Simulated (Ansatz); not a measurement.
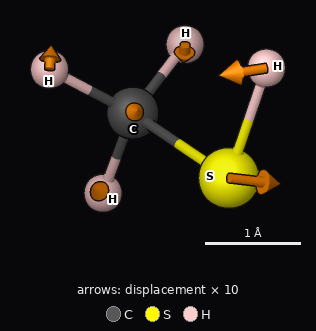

A relaxation of CH4S. The starting structure is drawn; orange arrows show the displacements, magnified 10 times. The two geometries are superimposed by the best rigid fit.

The picture is a ball-and-stick view, seen from a free direction.

These are results of RKS PBE0-D4/def2-TZVP in Ansatz 0.2.0, not measurements. (force threshold 0.005 eV/Å; at most 200 steps)

Describe the change and its energy.

Answer. The atom that moves furthest after the best rigid fit is the S atom (0.066 Å). By element the largest moves are S 0.066 Å, H 0.056 Å, C 0.021 Å. Among the contacts that change: C–S 1.813 → 1.806 Å, H–S 1.347 → 1.342 Å. Bond angles that change, for instance: S–C–H 107.3° → 111.5°, H–C–H 110.6° → 108.6°. The energy falls by 1.79 kJ/mol in 4 accepted moves (5 points after the start). The largest force component goes from 0.56 to 0.0035 eV/Å. The line search rejected the trial step at point 4 of the run.
